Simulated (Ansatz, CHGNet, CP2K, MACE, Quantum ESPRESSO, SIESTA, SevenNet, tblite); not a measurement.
**Quantum ESPRESSO on Mg2+ BF4- in dimethyl sulfoxide and 1,3-dioxolane at 400 K (73 atoms): settings compared**

How far do other settings of Quantum ESPRESSO move the forces in Mg2+ BF4- in dimethyl sulfoxide and 1,3-dioxolane at 400 K (73 atoms)? One run of the same program serves as the yardstick.

Program: Quantum ESPRESSO 7.5. Level of theory: the method is named at each step. Results are calculated unless marked as measured.

### 1. Set-up

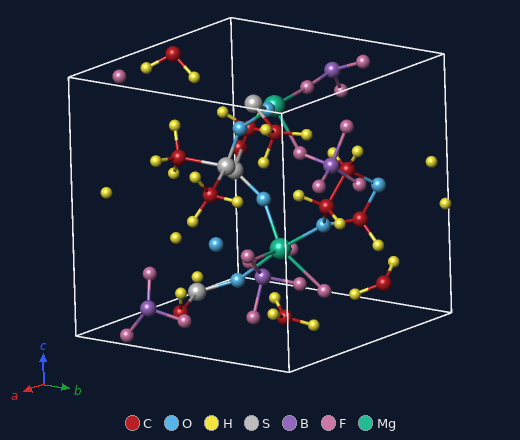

The cell as given, slightly off an axis (carbon red, oxygen blue, hydrogen yellow, sulfur light grey, boron purple, fluorine pink, magnesium teal). Bonds to atoms that aren't drawn are left out. Some periodic images of atoms are drawn too.

The cell holds 73 atoms: 11 C, 6 O, 30 H, 4 S, 4 B, 16 F and 2 Mg. Its edges and angles: a = 9.474 Å, b = 9.474 Å, c = 9.474 Å, α = 90.0°, β = 90.0°, γ = 90.0°. 4 dimethyl sulfoxide, 1 1,3-dioxolane, 2 Mg2+, 4 BF4- placed at random, at 1.53 g/cm³; overlaps pushed apart, then 10 ps at 550 K with stiff harmonic cages for PF6 and BF4 with UFF radii; divalent ions of Li, Roberts, Chakravorty and Merz (J. Chem. Theory Comput. 9, 2733 (2013)); MMFF94 bonds, angles, torsions, charges and radii (Halgren, J. Comput. Chem. 17, 490 (1996)) in harmonic and 12-6 forms; charges of ions scaled by 0.8. Snapshot after 30 ps at 400 K and fixed volume. Then every atom was moved at random, 0.03 Å r.m.s. a Cartesian component (hydrogen 0.6 of that).

The yardstick, on the same geometry:

* method: Kohn-Sham DFT, PBE, SSSP efficiency 1.3.0 pseudopotentials, plane waves (Quantum ESPRESSO 7.5); sssp-pbe-1.3.0-efficiency, cutoffs 60/480 Ry, Γ point
* r.m.s. force component: 1.636 eV/Å
* longest force: 7.959 eV/Å
* pressure: 4.313 GPa
* gap (highest filled to lowest empty level): 4.215 eV
* time: 97 s on 2 MPI ranks of Arm Neoverse V2, shared host
* CPU time: 3.2 min

### 2. PBE+D3(BJ), sssp-1.3.0-efficiency, 60/480 Ry

Method: Kohn-Sham DFT, PBE+D3(BJ), SSSP efficiency 1.3.0 pseudopotentials, plane waves.

pw.in

```
&control
  calculation = 'scf'
  pseudo_dir = './pseudo'
  outdir = './tmp'
  disk_io = 'none'
  tprnfor = .true.
  tstress = .true.
/
&system
  ibrav = 0
  nat = 73
  ntyp = 7
  ecutwfc = 60
  ecutrho = 480
  nosym = .true.
  occupations = 'smearing'
  smearing = 'fd'
  degauss = 0.003675
  vdw_corr = 'dft-d3'
  dftd3_version = 4
  dftd3_threebody = .false.
/
&electrons
  conv_thr = 3.6e-07
  electron_maxstep = 100
  mixing_beta = 0.4
  mixing_mode = 'plain'
  diagonalization = 'david'
/
ATOMIC_SPECIES
C 12.011 C.upf
O 15.999 O.upf
H 1.008 H.upf
S 32.060 S.upf
B 10.810 B.upf
F 18.998 F.upf
Mg 24.305 Mg.upf
CELL_PARAMETERS angstrom
9.47375 0.00000 0.00000
0.00000 9.47375 0.00000
0.00000 0.00000 9.47375
ATOMIC_POSITIONS crystal
C 0.12008 0.62151 0.52647
C 0.23602 0.60870 0.40910
O 0.15806 0.53068 0.30883
C 0.03875 0.61331 0.31600
O 0.00306 0.67582 0.44890
H 0.13509 0.68391 0.61004
H 0.06813 0.51667 0.56467
H 0.31386 0.53882 0.46005
H 0.28103 0.70312 0.36679
H 0.04333 0.69757 0.22762
H 0.94766 0.54042 0.29173
C 0.75413 0.79620 0.12758
S 0.79376 0.70929 0.94916
C 0.86437 0.86313 0.87695
O 0.66126 0.67232 0.89187
H 0.70689 0.71597 0.18036
H 0.85699 0.82231 0.16703
H 0.68786 0.88117 0.09351
H 0.78835 0.95190 0.86262
H 0.96002 0.89253 0.91295
H 0.89497 0.82718 0.76143
C 0.03526 0.04965 0.51248
S 0.20518 0.15443 0.47960
C 0.21143 0.23405 0.65391
O 0.17599 0.26661 0.37652
H 0.05540 0.96919 0.59163
H 0.95880 0.13147 0.56260
H 0.00506 0.99018 0.42146
H 0.21321 0.33731 0.65612
H 0.10267 0.21599 0.69850
H 0.29110 0.17430 0.72628
C 0.57628 0.18132 0.61776
S 0.51658 0.35802 0.59443
C 0.69420 0.41720 0.53280
O 0.49268 0.40930 0.74278
H 0.52034 0.11227 0.53404
H 0.69415 0.16456 0.62840
H 0.54167 0.14003 0.72756
H 0.67944 0.53199 0.51884
H 0.77809 0.41213 0.61983
H 0.74013 0.36535 0.43344
C 0.39744 0.99270 0.20412
S 0.34874 0.07366 0.03112
C 0.52368 0.12885 0.99818
O 0.24720 0.18799 0.06844
H 0.46569 0.07158 0.26605
H 0.29783 0.96499 0.26051
H 0.44771 0.89423 0.15999
H 0.51570 0.21835 0.91857
H 0.57991 0.17581 0.09278
H 0.58840 0.05052 0.94777
B 0.45264 0.80390 0.64483
F 0.33635 0.84431 0.54996
F 0.45895 0.66337 0.67487
F 0.40634 0.84623 0.79106
F 0.58332 0.84439 0.59968
[... 13 atom lines left out ...]
F 0.27999 0.56740 0.87519
F 0.05189 0.55023 0.80675
Mg 0.49437 0.57541 0.85342
Mg 0.20522 0.36142 0.20530
K_POINTS gamma
```

Command:

```sh
OMP_NUM_THREADS=1 mpirun -np 2 pw.x -in pw.in > output.txt
```

The log of the run:

```text
Program PWSCF
     gamma-point specific algorithms are used
     Parallelization info
     sticks:   dense  smooth     PW     G-vecs:    dense   smooth      PW
     Min        6128    3061    766               509392   180045   22510
     Max        6129    3064    767               509397   180048   22515
     Sum       12257    6125   1533              1018789   360093   45025
     bravais-lattice index     =            0
     lattice parameter (alat)  =      17.9028  a.u.
     unit-cell volume          =    5738.0240 (a.u.)^3
     number of atoms/cell      =           73
     number of atomic types    =            7
     number of electrons       =       262.00
     number of Kohn-Sham states=          157
     kinetic-energy cutoff     =      60.0000  Ry
     charge density cutoff     =     480.0000  Ry
     scf convergence threshold =      3.6E-07
     mixing beta               =       0.4000
     number of iterations used =            8  plain     mixing
     Exchange-correlation= SLA  PW   PBX  PBC
                           (   1   4   3   4   0   0   0)
     crystal axes: (cart. coord. in units of alat)
               a(1) = (   1.000000   0.000000   0.000000 )
               a(2) = (   0.000000   1.000000   0.000000 )
               a(3) = (   0.000000   0.000000   1.000000 )
     reciprocal axes: (cart. coord. in units 2 pi/alat)
               b(1) = (  1.000000  0.000000  0.000000 )
               b(2) = (  0.000000  1.000000  0.000000 )
               b(3) = (  0.000000  0.000000  1.000000 )
     PseudoPot. # 1 for C :
     Pseudo is Projector augmented-wave + core cor, Zval =  4.0
     PseudoPot. # 2 for O :
     Pseudo is Projector augmented-wave + core cor, Zval =  6.0
     PseudoPot. # 3 for H :
     Pseudo is Ultrasoft, Zval =  1.0
     PseudoPot. # 4 for S :
     Pseudo is Ultrasoft + core correction, Zval =  6.0
     PseudoPot. # 5 for B :
     Pseudo is Ultrasoft + core correction, Zval =  3.0
     PseudoPot. # 6 for F :
     Pseudo is Ultrasoft, Zval =  7.0
     PseudoPot. # 7 for Mg:
     Pseudo is Projector augmented-wave + core cor, Zval =  2.0
     atomic species   valence    mass     pseudopotential
     C                 4.00    12.01100     C ( 1.00)
     O                 6.00    15.99900     O ( 1.00)
     H                 1.00     1.00800     H ( 1.00)
     S                 6.00    32.06000     S ( 1.00)
     B                 3.00    10.81000     B ( 1.00)
     F                 7.00    18.99800     F ( 1.00)
     Mg                2.00    24.30500     Mg( 1.00)
     No symmetry found
   Cartesian axes
     --------------------------------------------
     DFT-D3 Dispersion Correction (no 3-body):
     --------------------------------------------
       Reference C6 values for interpolation:
         atom   Coordination number   C6
         H          0.912             6.05
         H          0.000            15.18
         B          0.000           214.36
[...]
S          0.995           261.99
         S          1.990           251.62
       Values used:
         atom   Coordination number  R0_AB[au]  C6      C8
         C          4.291            2.750     36.44   1053.84
         C          4.520            2.750     36.42   1053.25
         O          3.063            2.345     20.74    418.58
[...]
Mg         6.166            3.292    351.12  31436.69
         Mg         6.862            3.292    351.12  31436.69
         Molecular C6 ( Ry / a.u.^6 ) =    124217.40
     number of k points=     1  Fermi-Dirac smearing, width (Ry)=  0.0037
                       cart. coord. in units 2pi/alat
        k(    1) = (   0.0000000   0.0000000   0.0000000), wk =   2.0000000
     Dense  grid:   509395 G-vectors     FFT dimensions: ( 125, 125, 125)
     Smooth grid:   180047 G-vectors     FFT dimensions: (  90,  90,  90)
     Initial potential from superposition of free atoms
     starting charge     261.9961, renormalised to     262.0000
     Starting wfcs are  202 randomized atomic wfcs
     Self-consistent Calculation
     iteration #  1     ecut=    60.00 Ry     beta= 0.40
     total energy              =   -1455.83738840 Ry
     estimated scf accuracy    <       8.45878212 Ry
     iteration #  2     ecut=    60.00 Ry     beta= 0.40
     total energy              =   -1457.29769215 Ry
     estimated scf accuracy    <       0.70605925 Ry
     iteration #  3     ecut=    60.00 Ry     beta= 0.40
     total energy              =   -1457.29872325 Ry
     estimated scf accuracy    <       0.19936575 Ry
[...]
negative rho (up, down):  6.176E-06 0.000E+00
[...]
negative rho (up, down):  1.359E-05 0.000E+00
[...]
negative rho (up, down):  1.506E-05 0.000E+00
[...]
total energy              =   -1457.31138402 Ry
[...]
iteration #  9     ecut=    60.00 Ry     beta= 0.40
[...]
total energy              =   -1457.31138500 Ry
     estimated scf accuracy    <       0.00000049 Ry
     iteration # 10     ecut=    60.00 Ry     beta= 0.40
[...]
End of self-consistent calculation
          k = 0.0000 0.0000 0.0000 ( 22513 PWs)   bands (ev):
   -25.3040 -25.2626 -24.8500 -24.2979 -24.0517 -23.9156 -23.7537 -23.5375
   -23.1963 -23.1235 -23.0036 -22.8252 -22.6872 -22.2999 -22.0412 -21.9354
   -21.8146 -21.3337 -21.1227 -20.9274 -20.1665 -20.1569 -14.5462 -14.3521
[...]
5.1600   5.3540   5.5813   5.8086   5.8767   6.1298   6.2306   6.3297
     6.4909   6.5688   6.6871   6.7075   6.9035   6.9763   7.0430   7.2366
     7.3501   7.4038   7.5545   7.6154   7.6510
     the Fermi energy is     1.7844 ev
!    total energy              =   -1457.31138512 Ry
     estimated scf accuracy    <       0.00000007 Ry
     smearing contrib. (-TS)   =      -0.00000000 Ry
     internal energy E=F+TS    =   -1457.31138512 Ry
     The total energy is F=E-TS. E is the sum of the following terms:
     one-electron contribution =   -1277.21919392 Ry
     hartree contribution      =     744.81188765 Ry
     xc contribution           =    -317.26825006 Ry
     ewald contribution        =    -419.87070062 Ry
     DFT-D3 Dispersion         =      -0.31352123 Ry
     one-center paw contrib.   =    -187.45160694 Ry
     convergence has been achieved in  10 iterations
     negative rho (up, down):  9.163E-06 0.000E+00
     Forces acting on atoms (cartesian axes, Ry/au):
     atom    1 type  1   force =    -0.05303986   -0.10891213   -0.08822275
     atom    2 type  1   force =     0.02529795   -0.08472429    0.14685180
     atom    3 type  2   force =     0.01822910    0.05361759    0.04876539
[...]
atom   72 type  7   force =    -0.04394155    0.00352271    0.03338841
     atom   73 type  7   force =    -0.01503950   -0.02171346   -0.08711102
     Total force =     0.940973     Total SCF correction =     0.000714
     Computing stress (Cartesian axis) and pressure
     negative rho (up, down):  9.163E-06 0.000E+00
          total   stress  (Ry/bohr**3)                   (kbar)     P=       34.84
   0.00022799   0.00001391   0.00007755           33.54        2.05       11.41
   0.00001391   0.00039082  -0.00003922            2.05       57.49       -5.77
   0.00007755  -0.00003922   0.00009166           11.41       -5.77       13.48
     Message from routine punch:
     Nothing written, as per user request (disk_io='none')
```

Elapsed: 97 s, on 2 MPI ranks of Arm Neoverse V2, shared host; peak memory 2.1 GiB; 3.2 min of CPU time.

Banners, paths, timers and routine set-up lines are dropped from the logs unmarked, and long logs keep their key lines alone; longer cuts are marked.

Against the reference:

| Item | Value |
| --- | --- |
| r.m.s. force component | 1.635 eV/Å |
| r.m.s. difference of force components | 7.207 meV/Å |
| longest difference of force vectors | 47.39 meV/Å |
| force difference over r.m.s. force | 0.4406 % |
| slope of forces against the reference's | 0.9995 |
| correlation of force components | 1 |
| gap (highest filled to lowest empty level) | 4.215 eV |
| gap difference | 0 eV |
| pressure | 3.484 GPa |
| pressure difference | -0.829 GPa |

Length of the force difference by element (eV/Å):

```
element  atoms    mean    most
      B      4  0.0078  0.0096
      C     11   0.012   0.020
      F     16  0.0078   0.014
      H     30  0.0077   0.012
     Mg      2   0.018   0.018
      O      6  0.0084   0.011
      S      4   0.034   0.047
```

Levels nearest the highest filled one (eV from it): -1.98, -1.69, -1.64, -1.57, -1.31, -1.19, -1.13, -1.02, -0.61, -0.09, -0.03, 0.00, 4.21, 4.44, 4.72, 4.81, 4.94, 5.15, 5.35, 5.57, 5.80, 5.87, 6.12, 6.22.

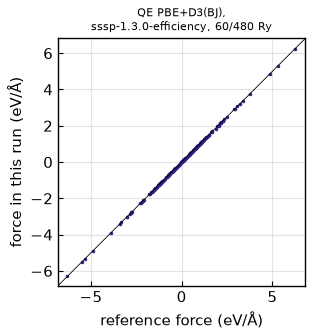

Force components against those of the reference; the line marks equality.

A closer look about S13, which bears the longest force: 10 atoms, nearest first, numbered in the order of the input, with positions taken from that point.

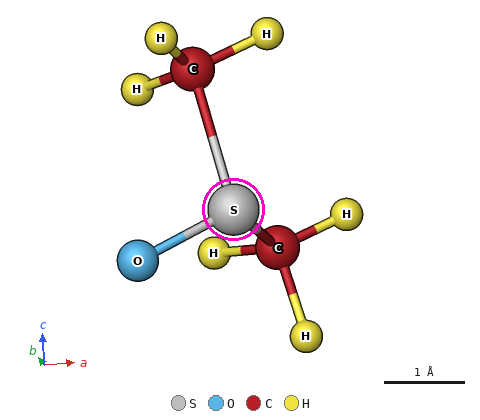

The atoms of the table, within 2.4 Å (arrows a, b, c point along x, y, z); some may hide others; the central atom is ringed.

```
atom      x      y      z  distance (Å)     Fx     Fy  Fz (eV/Å)
 S13   0.00   0.00   0.00          0.00   6.24   0.76       4.87
 O15  -1.26  -0.35  -0.54          1.41  -4.88  -0.17      -3.02
 C14   0.67   1.46  -0.68          1.74  -3.00  -0.38      -5.32
 C12  -0.38   0.82   1.69          1.92   1.42   0.39      -3.41
 H21   0.96   1.12  -1.78          2.31  -0.67   0.52       1.50
 H16  -0.82   0.06   2.19          2.34  -1.54  -2.10       1.96
 H18  -1.00   1.63   1.37          2.35  -0.36   0.78       0.40
 H20   1.58   1.74  -0.34          2.37   2.93   0.89       2.04
 H17   0.60   1.07   2.06          2.40   0.41   0.52       0.40
 H19  -0.05   2.30  -0.82          2.44   0.42  -0.40       0.40
```

Forces lie 0.44 % from the reference's, at 1.0 times its CPU time.

### 3. Summary of results

* force difference from the reference: QE PBE+D3(BJ), sssp-1.3.0-efficiency, 60/480 Ry, 0.44 %
* its CPU time: 3.2 min

**Reading.** In the reference's own program, potentials and cutoffs, a change of model alone moves forces by 0.44 % (QE PBE+D3(BJ), sssp-1.3.0-efficiency, 60/480 Ry). The reference's pressure holds the uncorrected Pulay stress of its 60 Ry basis, so small pressure differences, and their order, may be the reference's own error. The network of contacts between molecules at the start is that of the classical potential that made the cell, and needn't be the one that DFT or experiment would give. The reference's stress is far from hydrostatic: its diagonal is 4.2, 6.6, 2.2 GPa, compression counted positive. The reference's PBE has no dispersion term, which matters for the binding between molecules or layers. The electronic-structure runs sample only Γ, in a cell whose shortest periodic width is 9 Å.

[Also dropped from logs without a mark: logging warnings of Python, and SIESTA's first energy breakdown and zero terms.]

[Logs are printed without paths, hosts, clocks, repeated set-up lines and the standing remarks that a program may print on its own settings, such as how far it seeks lower states.]

[Hosts, paths, dates, database ids (printed as entryN), source tags and the programs' standing remarks are cut or masked in the printed files.]

[The MMFF94 radii named for the starting cell were scaled by 0.96; in molecules described by MMFF94, hydrogen bound to N, O or S took a small fixed 12-6 site in their place.]
